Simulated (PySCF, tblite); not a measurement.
**C₃H₁₁NO₂Si₂: geometry, infrared bands and NMR shifts**

Wanted: the infrared bands and NMR shifts of C₃H₁₁NO₂Si₂ (`N[Si@H](C[SiH3])COC=O`), by calculation.

Computed with tblite 0.8.0 and PySCF 2.14.0, with density-fitted response routines of our own, on a single molecule in the gas phase. Atoms are numbered from 0 throughout.

### Step 1. The starting structure

19 atoms, charge 0, multiplicity 1; geometry from: force field or distance geometry start.

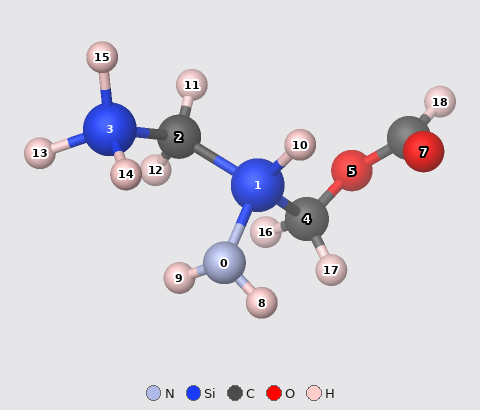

As it starts; nitrogen light blue, silicon blue, carbon dark grey, oxygen red, hydrogen pink, atoms numbered.

### Step 2. Optimising the geometry with GFN2-xTB

What the job is given:

```
{"job": {"kind": "relax", "xc": "GFN2-xTB", "basis": "xTB"}, "charge": 0, "multiplicity": 1}
N     -1.170800    -1.321300     1.199700
Si    -0.000700    -0.089800     0.609100
C     -0.826300     0.760100    -0.811800
Si    -2.586200     1.238900    -0.384000
C      1.428500    -1.064800    -0.052700
O      2.598500    -0.341300    -0.265100
C      3.306700     0.328100     0.721900
O      2.898300     0.311600     1.926800
H     -0.687300    -2.095200     1.683400
H     -1.657300    -1.671800     0.323900
H      0.333800     0.805400     1.705000
H     -0.251000     1.612500    -1.204600
H     -0.906000     0.003400    -1.615900
H     -3.548800     0.772400    -1.398600
H     -3.039200     0.628600     0.892600
H     -2.755400     2.682000    -0.235400
H      1.116600    -1.425200    -1.076600
H      1.533600    -1.974600     0.573600
H      4.203000     0.850000     0.431600
```

Started as:

```sh
> OMP_NUM_THREADS=1 python probes_run.py task.json out
```

This one command runs all jobs of the session in turn.

The log of the run:

```text
step      E/eV     max force
  0    -721.29874    5.702
  1    -721.70790    5.589
  2    -721.90282    1.631
  3    -721.96264    0.676
  4    -722.03779    0.790
  5    -722.07568    0.788
  6    -722.10323    0.330
  7    -722.11318    0.228
  8    -722.12538    0.347
  9    -722.13898    0.425
 10    -722.15489    0.378
 11    -722.16971    0.295
 12    -722.18302    0.277
 13    -722.19379    0.285
 14    -722.20187    0.201
 15    -722.20705    0.160
 16    -722.21065    0.196
 17    -722.21392    0.210
 18    -722.21692    0.138
 19    -722.21949    0.123
 20    -722.22199    0.156
 21    -722.22494    0.216
 22    -722.22829    0.182
 23    -722.23139    0.136
 24    -722.23388    0.109
 25    -722.23599    0.162
 26    -722.23796    0.153
 27    -722.23973    0.097
 28    -722.24132    0.105
 29    -722.24304    0.127
 30    -722.24516    0.133
 31    -722.24741    0.113
 32    -722.24943    0.125
 33    -722.25101    0.098
 34    -722.25251    0.095
 35    -722.25397    0.163
 36    -722.25560    0.114
 37    -722.25723    0.192
 38    -722.25930    0.104
 39    -722.26154    0.164
 40    -722.26396    0.124
 41    -722.26493    0.215
 42    -722.26625    0.067
 43    -722.26688    0.069
 44    -722.26798    0.066
 45    -722.26894    0.083
 46    -722.27041    0.120
 47    -722.27224    0.148
 48    -722.27470    0.166
 49    -722.27758    0.132
 50    -722.27654    0.599
 51    -722.28279    0.175
 52    -722.28607    0.171
 53    -722.19877    2.092
 54    -722.29431    0.423
 55    -722.29644    0.644
 56    -722.30432    0.294
 57    -722.31165    0.297
 58    -722.31513    0.239
 59    -722.32495    0.170
 60    -722.32622    0.252
 61    -722.32808    0.164
 62    -722.33037    0.103
 63    -722.33274    0.103
 64    -722.33393    0.102
 65    -722.33534    0.121
 66    -722.33686    0.132
 67    -722.33865    0.164
 68    -722.34021    0.131
 69    -722.34124    0.067
 70    -722.34198    0.070
 71    -722.34288    0.139
 72    -722.34425    0.219
 73    -722.34606    0.251
 74    -722.34776    0.188
 75    -722.34898    0.093
 76    -722.34971    0.131
 77    -722.35044    0.089
 78    -722.35156    0.095
 79    -722.35298    0.102
 80    -722.35407    0.106
 81    -722.35508    0.100
 82    -722.35592    0.070
 83    -722.35662    0.047
 84    -722.35690    0.056
 85    -722.35746    0.046
 86    -722.35789    0.057
 87    -722.35835    0.048
 88    -722.35867    0.041
 89    -722.35902    0.043
 90    -722.35946    0.042
 91    -722.36006    0.068
 92    -722.36062    0.059
 93    -722.36105    0.055
 94    -722.36140    0.048
 95    -722.36177    0.054
 96    -722.36214    0.050
 97    -722.36244    0.051
 98    -722.36265    0.042
 99    -722.36286    0.036
100    -722.36313    0.047
101    -722.36348    0.072
102    -722.36390    0.076
103    -722.36437    0.063
104    -722.36480    0.049
105    -722.36513    0.050
106    -722.36547    0.083
107    -722.36595    0.097
108    -722.36667    0.096
109    -722.36791    0.095
110    -722.36951    0.109
111    -722.37132    0.101
112    -722.37245    0.132
113    -722.37398    0.179
114    -722.37502    0.184
115    -722.37718    0.157
116    -722.37867    0.086
117    -722.38105    0.109
118    -722.38244    0.135
119    -722.38353    0.187
120    -722.38558    0.082
121    -722.38740    0.090
122    -722.38909    0.094
123    -722.39018    0.105
124    -722.39147    0.071
125    -722.39304    0.094
126    -722.39494    0.089
127    -722.39647    0.077
128    -722.39758    0.077
129    -722.39805    0.097
130    -722.39844    0.117
131    -722.39883    0.076
132    -722.39952    0.045
133    -722.40007    0.084
134    -722.40062    0.107
135    -722.40105    0.079
136    -722.40136    0.033
137    -722.40157    0.034
138    -722.40178    0.029
139    -722.40201    0.027
140    -722.40225    0.030
141    -722.40248    0.036
142    -722.40270    0.042
143    -722.40290    0.029
144    -722.40306    0.031
145    -722.40321    0.044
146    -722.40334    0.060
147    -722.40347    0.056
148    -722.40361    0.034
149    -722.40376    0.028
150    -722.40394    0.045
151    -722.40416    0.061
152    -722.40438    0.062
153    -722.40462    0.037
154    -722.40490    0.041
155    -722.40528    0.063
156    -722.40581    0.060
157    -722.40650    0.081
158    -722.40724    0.066
159    -722.40797    0.065
160    -722.40865    0.064
161    -722.40936    0.067
162    -722.40996    0.056
163    -722.41043    0.047
164    -722.41084    0.058
165    -722.41140    0.058
166    -722.41211    0.062
167    -722.41310    0.071
168    -722.41433    0.109
169    -722.41562    0.153
170    -722.41696    0.170
171    -722.41842    0.143
172    -722.41985    0.162
173    -722.42122    0.193
174    -722.42353    0.164
175    -722.42618    0.153
176    -722.42862    0.127
177    -722.43138    0.124
178    -722.43655    0.209
179    -722.44075    0.174
180    -722.44625    0.268
181    -722.43336    0.866
182    -722.45229    0.487
183    -722.45602    0.665
184    -722.46509    0.193
185    -722.46492    0.349
186    -722.47379    0.276
187    -722.47634    0.276
188    -722.48341    0.295
189    -722.48724    0.342
190    -722.49077    0.228
191    -722.49330    0.187
192    -722.49596    0.160
193    -722.50001    0.114
194    -722.50185    0.107
195    -722.50391    0.177
196    -722.50547    0.088
197    -722.50677    0.138
198    -722.50786    0.187
199    -722.50891    0.080
200    -722.50996    0.090
201    -722.51154    0.069
202    -722.51241    0.076
203    -722.51348    0.085
204    -722.51425    0.075
205    -722.51506    0.099
206    -722.51573    0.049
207    -722.51629    0.061
208    -722.51665    0.039
209    -722.51691    0.025
210    -722.51706    0.027
211    -722.51719    0.026
212    -722.51728    0.026
213    -722.51736    0.025
214    -722.51744    0.026
215    -722.51751    0.019
216    -722.51759    0.017
217    -722.51765    0.019
218    -722.51769    0.014
219    -722.51771    0.010
220    -722.51772    0.010
221    -722.51774    0.010
```

It took 3.1 s on 1 thread of Arm Neoverse N1, shared host; peak memory 0.18 GiB.

Along the way: (not every step is listed)

```tsv
step	energy from step 0 (eV)	largest force (eV/Å)
0	0.0000	5.7024
1	-0.4092	5.5887
2	-0.6041	1.6314
3	-0.6639	0.6765
4	-0.7391	0.7900
5	-0.7769	0.7877
6	-0.8045	0.3297
7	-0.8144	0.2283
8	-0.8266	0.3474
28	-0.9426	0.1050
48	-0.9760	0.1664
68	-1.0415	0.1311
88	-1.0599	0.0410
108	-1.0679	0.0955
128	-1.0988	0.0767
148	-1.1049	0.0338
168	-1.1156	0.1085
188	-1.1847	0.2954
208	-1.2179	0.0388
216	-1.2189	0.0171
217	-1.2189	0.0185
218	-1.2190	0.0142
219	-1.2190	0.0105
220	-1.2190	0.0105
221	-1.2190	0.0099
```

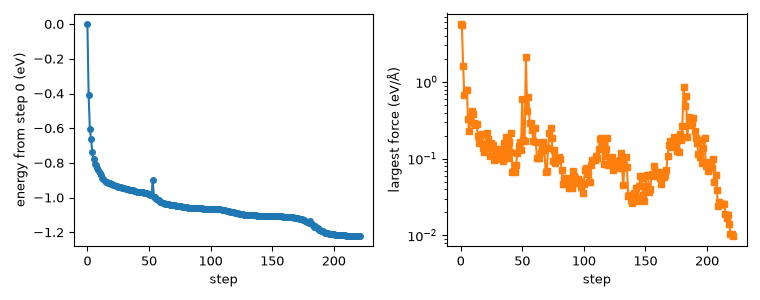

Energy and largest force along the relaxation.

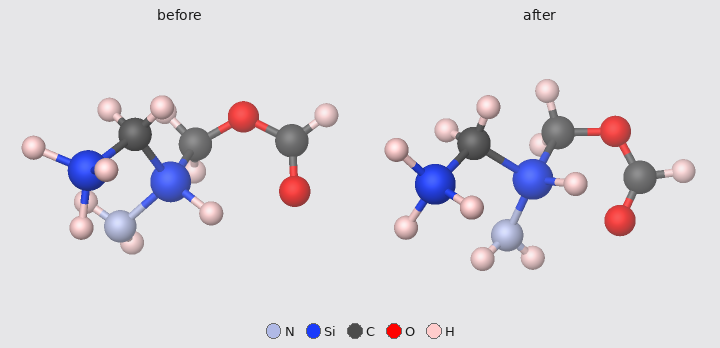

The geometry before (left) and after (right).

Close pairs (by a distance rule), those that changed most:

```tsv
bond	before (Å)	after (Å)	change (Å)
O5–C6	1.387	1.301	-0.086
N0–Si1	1.798	1.718	-0.080
Si1–C4	1.852	1.925	+0.072
C6–O7	1.272	1.202	-0.070
N0–H9	1.061	1.007	-0.054
Si1–C2	1.850	1.900	+0.050
C4–O5	1.392	1.434	+0.043
C4–H16	1.129	1.087	-0.042
```

The end geometry stands in the next job.

### Step 3. Vibrational analysis with GFN2-xTB

What the job is given:

```
{"job": {"kind": "ir", "xc": "GFN2-xTB", "basis": "xTB"}, "charge": 0, "multiplicity": 1}
N     -0.550455    -1.031675     1.404536
Si     0.143483     0.114238     0.328690
C     -1.149973     0.414299    -1.030489
Si    -2.818091     1.061382    -0.418460
C      1.623368    -0.755964    -0.541330
O      2.907956    -0.333875    -0.062367
C      3.047779    -0.228923     1.227033
O      2.202897    -0.422511     2.060020
H      0.034086    -1.368889     2.155084
H     -1.484432    -0.858865     1.740275
H      0.603459     1.425512     0.815587
H     -0.745349     1.125635    -1.749657
H     -1.315018    -0.510513    -1.581992
H     -3.647514     1.453014    -1.563652
H     -3.525431     0.021058     0.334746
H     -2.625460     2.223915     0.451543
H      1.654494    -0.547429    -1.608119
H      1.550954    -1.836821    -0.406164
H      4.083442     0.065663     1.467582
```

The log of the run:

```text
mode    cm-1     km/mol
  1      38.3      0.77
  2      46.3     10.16
  3      81.2      0.18
  4      94.6      0.86
  5     117.7      0.49
  6     138.0      9.85
  7     201.7      2.45
  8     219.4      2.79
  9     237.1      9.34
 10     290.0     24.83
 11     322.9      8.82
 12     393.2     26.67
 13     492.2     22.06
 14     518.9     24.46
 15     603.3    109.63
 16     626.2     61.69
 17     668.6     81.00
 18     682.4     55.09
 19     694.4    117.38
 20     736.8     46.27
 21     749.3    100.80
 22     792.3    179.24
 23     794.1    327.21
 24     799.3    290.20
 25     803.7    105.34
 26     821.5     60.69
 27     859.0    244.18
 28     922.3    170.56
 29     937.6     20.35
 30     967.4      3.05
 31    1028.3      3.78
 32    1146.5    127.22
 33    1188.9     61.95
 34    1211.9     42.55
 35    1278.8     48.37
 36    1355.2     26.46
 37    1451.4      2.95
 38    1457.7      0.22
 39    1495.0     78.14
 40    1757.5    449.26
 41    2177.6    237.61
 42    2226.5    434.21
 43    2234.0    356.84
 44    2250.0    285.37
 45    2830.8    110.27
 46    2959.2     25.06
 47    2981.2     54.34
 48    2990.3     16.32
 49    3020.0     23.25
 50    3454.6      8.42
 51    3498.8      0.34
```

Run time: 1.4 s. Hardware: 1 thread of Arm Neoverse N1, shared host; peak memory 0.18 GiB.

Which atoms move in the most intense modes:

```tsv
cm⁻¹	km/mol	atoms
794	327.2	H13 44 %, H15 32 %
799	290.2	H14 31 %, H13 21 %
859	244.2	H9 28 %, H8 22 %, Si1 15 %, C2 10 %
1758	449.3	C6 61 %, O7 36 %
2178	237.6	H10 96 %
2226	434.2	H13 78 %, H14 18 %
2234	356.8	H14 76 %, H13 17 %
2250	285.4	H15 91 %
```

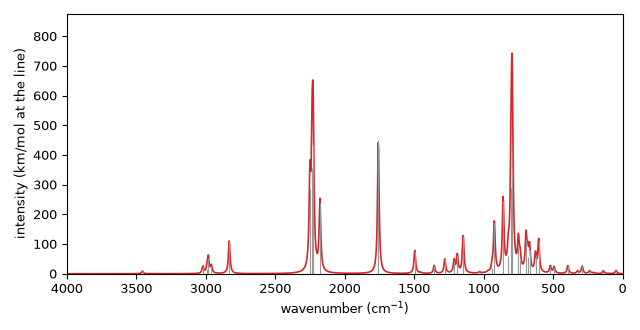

The infrared spectrum from these modes, unscaled. Lines are broadened to a width of 14 cm⁻¹ (Lorentzian).

### Step 4. NMR shieldings: PBE0/pcSseg-1

Same as in step 3 but for these lines:

```diff
@@ -1,2 +1,2 @@
-{"job": {"kind": "ir", "xc": "GFN2-xTB", "basis": "xTB"}, "charge": 0, "multiplicity": 1}
+{"job": {"kind": "nmr", "xc": "PBE0", "basis": "pcSseg-1"}, "charge": 0, "multiplicity": 1}
 N     -0.550455    -1.031675     1.404536
```

Level: GIAO PBE0/pcSseg-1 NMR shielding, non-relativistic, gas phase.

The log of the run:

```text
coarse grid: 16560 points
cycle   1  E = -904.2632559222  dE =  9.256e-01  |g| = 9.337e-01  |ddm| = 3.842e+00
cycle   2  E = -903.9595378919  dE =  3.037e-01  |g| = 1.569e+00  |ddm| = 1.622e+00
cycle   3  E = -904.4165503482  dE = -4.570e-01  |g| = 2.887e-01  |ddm| = 1.129e+00
cycle   4  E = -904.4313314729  dE = -1.478e-02  |g| = 8.290e-02  |ddm| = 2.200e-01
cycle   5  E = -904.4324809505  dE = -1.149e-03  |g| = 1.839e-02  |ddm| = 5.110e-02
cycle   6  E = -904.4325415057  dE = -6.056e-05  |g| = 6.522e-03  |ddm| = 1.595e-02
cycle   7  E = -904.4325510882  dE = -9.583e-06  |g| = 1.242e-03  |ddm| = 6.146e-03
final grid: 149976 points
cycle   8  E = -904.4954852686  dE = -1.913e-05  |g| = 1.376e-02  |ddm| = 2.338e-02
cycle   9  E = -904.4954416387  dE =  4.363e-05  |g| = 2.068e-02  |ddm| = 2.103e-02
cycle  10  E = -904.4955195858  dE = -7.795e-05  |g| = 2.063e-03  |ddm| = 1.264e-02
cycle  11  E = -904.4955203353  dE = -7.495e-07  |g| = 4.425e-04  |ddm| = 1.363e-03
cycle  12  E = -904.4955203658  dE = -3.050e-08  |g| = 1.602e-04  |ddm| = 3.686e-04
cycle  13  E = -904.4955203712  dE = -5.346e-09  |g| = 3.335e-05  |ddm| = 1.462e-04
cycle  14  E = -904.4955203714  dE = -2.483e-10  |g| = 8.220e-06  |ddm| = 3.839e-05
converged SCF energy = -904.4955203714

GIAO shielding tensors (ppm)
atom      isotropic    diamagn.    paramagn.     s11        s22        s33       span
  0 N      245.637     319.916     -74.279    218.910    249.061    268.940     50.030
  1 Si     368.420     882.656    -514.236    342.281    356.279    406.698     64.417
  2 C      194.642     261.147     -66.505    182.732    196.744    204.450     21.717
  3 Si     426.867     879.743    -452.877    402.876    406.674    471.051     68.175
  4 C      122.840     258.340    -135.501     89.072    114.870    164.577     75.505
  5 O      128.538     397.043    -268.506    -49.881    194.686    240.807    290.688
  6 C       17.759     246.007    -228.248    -78.155     53.881     77.551    155.705
  7 O      -87.593     406.093    -493.686   -353.364   -201.554    292.137    645.501
  8 H       30.084      32.193      -2.109     21.684     27.136     41.432     19.748
  9 H       31.244      33.120      -1.875     22.745     29.396     41.591     18.846
 10 H       26.705      32.713      -6.008     23.289     26.272     30.555      7.267
 11 H       32.292      33.962      -1.671     26.513     30.238     40.124     13.611
 12 H       31.941      34.299      -2.358     27.267     30.067     38.490     11.223
 13 H       27.586      28.214      -0.628     23.754     25.183     33.821     10.067
 14 H       27.853      29.390      -1.537     24.001     26.919     32.639      8.638
 15 H       27.852      29.123      -1.271     24.427     26.317     32.811      8.383
 16 H       27.953      33.866      -5.913     23.685     29.062     31.111      7.426
 17 H       27.973      33.436      -5.463     23.924     28.267     31.729      7.804
 18 H       23.616      24.344      -0.728     18.925     23.373     28.550      9.625
```

Wall time 80 s (1 thread of Arm Neoverse N1, shared host); peak memory 0.93 GiB.

The references, computed at this level on geometries of the same kind, shield at (ppm): 1H TMS 31.72, 13C TMS 186.9, 29Si TMS 349.2, 15N NH3 267.7, 17O H2O 336.1. Their shielding less the atom's gives the shift. The references are single molecules in the gas phase, so shifts against H2O, NH3, PH3, H3PO4 or CFCl3 are not on the usual liquid scales and can be off by tens of ppm. Atoms listed in one row are averaged.

```tsv
atoms	environment	σ (ppm)	δ (ppm)	δ scaled to CDCl3
C6	ester carbonyl carbon	17.8	169.2	163.2
C4	sp3 CH2 bonded to O and Si	122.8	64.1	60.6
C2	sp3 CH2 bonded to 2 Si	194.6	-7.7	-9.4
H18	hydrogen on an ester carbonyl carbon	23.62	8.10	7.74
H10	hydrogen on a silicon bonded to 2 C, N	26.71	5.01	–
H13, H14, H15	hydrogen on a silicon bonded to C	27.76	3.95	–
H16	hydrogen on an sp3 CH2 bonded to O and Si	27.95	3.76	3.65
H17	hydrogen on an sp3 CH2 bonded to O and Si	27.97	3.74	3.63
H8, H9	hydrogen on a nitrogen bonded to Si	30.66	1.05	–
H12	hydrogen on an sp3 CH2 bonded to 2 Si	31.94	-0.22	-0.11
H11	hydrogen on an sp3 CH2 bonded to 2 Si	32.29	-0.57	-0.44
N0	nitrogen bonded to Si, 2 H	245.6	22.1	–
Si1	silicon bonded to 2 C, N, H	368.4	-19.3	–
Si3	silicon bonded to C, 3 H	426.9	-77.7	–
O7	ester carbonyl oxygen	-87.6	423.7	–
O5	ester alkoxy oxygen	128.5	207.5	–
```

The scaled column applies a straight-line fit of computed shieldings to shifts measured in CDCl3 (root-mean-square error 0.16 ppm for H, 1.9 ppm for C).

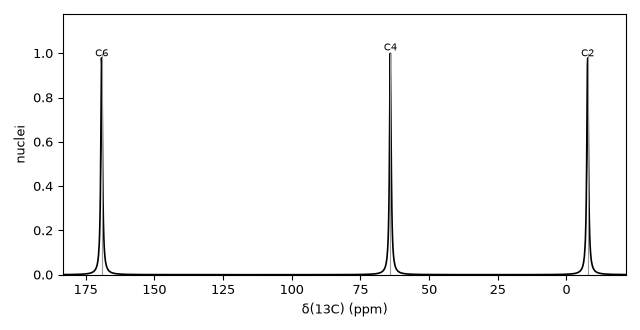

13C lines at the computed shifts, without couplings. Lines are broadened to a width of 0.71 ppm (Lorentzian).

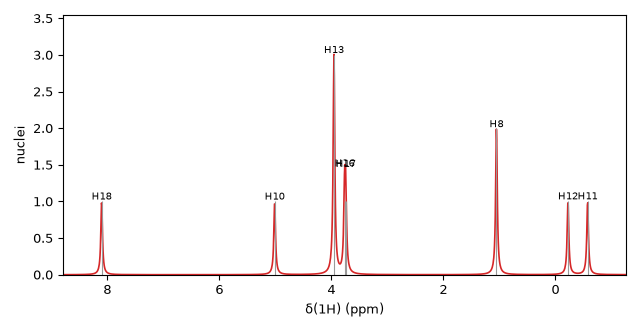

1H lines at the computed shifts, without couplings. Lines are broadened to a width of 0.03 ppm (Lorentzian).

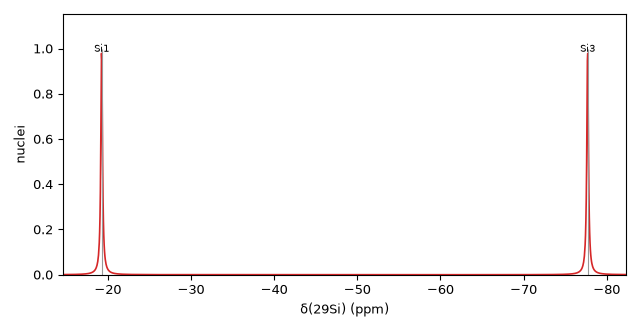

29Si lines at the computed shifts, without couplings. Lines are broadened to a width of 0.23 ppm (Lorentzian).

Charges from the same density, by scheme (e):

```tsv
atoms	Mulliken	IAO	Hirshfeld	ESP fit
N0	-0.62	-0.84	-0.32	-1.07
Si1	0.92	1.03	0.37	0.70
C2	-0.88	-0.84	-0.25	-0.48
Si3	0.47	0.60	0.31	0.45
C4	-0.26	-0.36	-0.09	-0.06
O5	-0.42	-0.31	-0.09	-0.41
C6	0.44	0.40	0.18	0.66
O7	-0.45	-0.46	-0.22	-0.55
```

Mulliken charges:

N0 -0.62; Si1 0.92; C2 -0.88; Si3 0.47; C4 -0.26; O5 -0.42; C6 0.44; O7 -0.45; H8 0.21; H9 0.19; H10 -0.09; H11 0.16; H12 0.17; H13 -0.08; H14 -0.08; H15 -0.08; H16 0.14; H17 0.15; H18 0.11

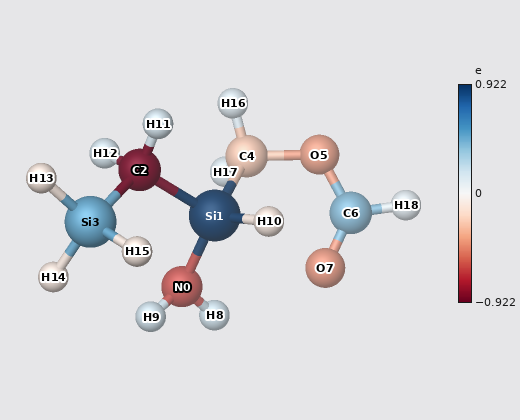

Mulliken charges, as colours on the atoms.

Mayer bond orders: N0–Si1 1.08, Si1–C2 0.87, C2–Si3 0.93, Si1–C4 0.83, C4–O5 0.80, O5–C6 1.20, C6–O7 1.85.

The fields below are evaluated on a grid from the run's orbitals.

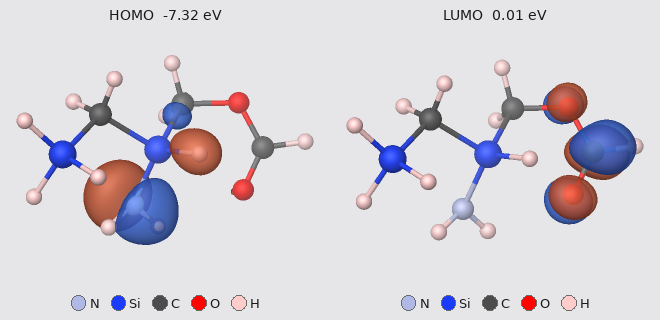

PBE0/pcSseg-1 orbitals near the gap, drawn at the value that encloses 70 % of each; the two colours are the two signs.

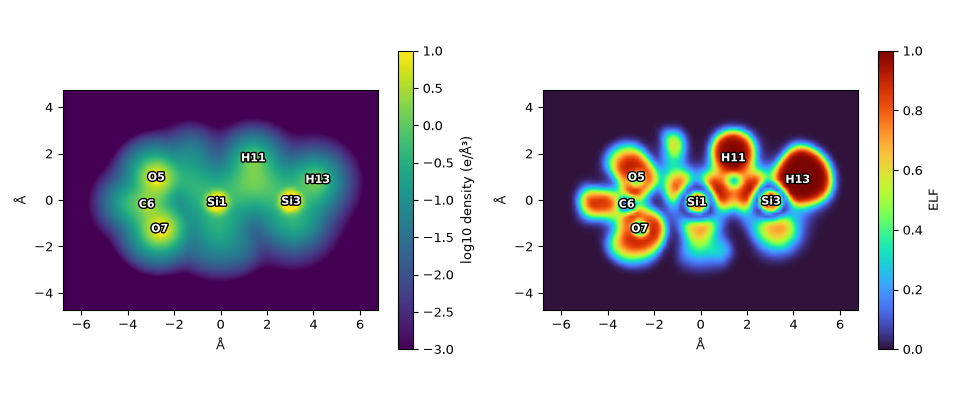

Density (left) and ELF (right) in a plane through or near 7 of the atoms.

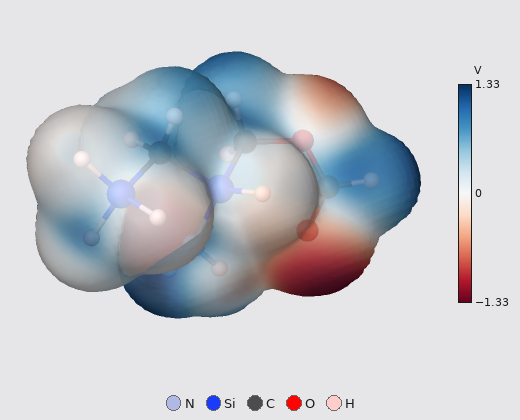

The potential that a unit positive charge feels on the 0.002 e/bohr³ surface, from -1.33 V near O7 to 1.20 V near H9.

### Step 5. Outcome

| quantity | value |
| --- | --- |
| strongest single infrared mode (GFN2-xTB) | 1758 cm⁻¹, 449 km/mol |
| zero-point energy (GFN2-xTB) | 85.3 kcal/mol |
| 13C shifts against TMS (PBE0/pcSseg-1) | 169.2, 64.1, -7.7 ppm |
| 1H shifts against TMS (PBE0/pcSseg-1, means over atoms taken as alike) | 8.10, 5.01, 3.95, 3.76, 3.74, 1.05, -0.22, -0.57 ppm |
| 15N shifts against NH3 (PBE0/pcSseg-1) | 22.1 ppm |
| 29Si shifts against TMS (PBE0/pcSseg-1) | -19.3, -77.7 ppm |
| 17O shifts against H2O (PBE0/pcSseg-1) | 423.7, 207.5 ppm |
| surface potential, least and greatest | -1.33 V and 1.20 V |

In words: Relaxing lowered the energy by 1.219 eV in 221 steps; the close pair that moved most is O5–C6, from 1.387 to 1.301 Å. All 51 modes are real, so the xTB geometry is a minimum. The strongest single mode, at 1758 cm⁻¹, moves mainly C6 and O7. Unscaled tight-binding wavenumbers are off by several per cent, some by more. Its intensities can rank the bands wrongly. At PBE0/pcSseg-1: The largest span, 646 ppm, is at O7, where the paramagnetic term is -494 ppm.
